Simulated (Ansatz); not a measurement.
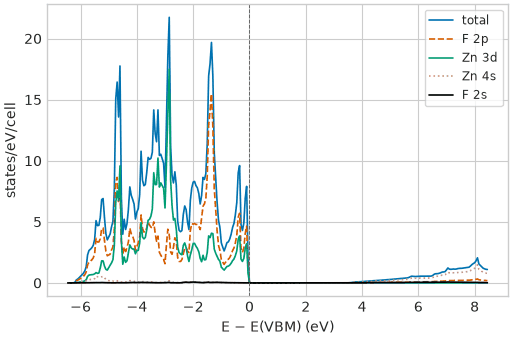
Figure: Total and projected density of states of ZnF₂ (rutile, space group No. 136), PBEsol (plane waves, PAW; program Ansatz)

Which orbitals carry the states next to the gap?

Top 1 eV of the valence band: F 2p 59 %, Zn 3d 40 %. Bottom 1 eV of the conduction band: Zn 4s 75 %, F 2s 17 %, F 2p 7 %. Projections are on Löwdin-orthogonalised atomic valence shells; empty p or d shells of many metals are not among them.

Where is the tallest occupied peak in this window, and what makes it?

Near -2.9 eV, about 22 states/eV per cell; the largest projected share is Zn 3d.

Space group P4_2/mnm (rutile). Symmetry was held in the PBEsol relaxation.

Potentials: the later of the program's two PAW sets.
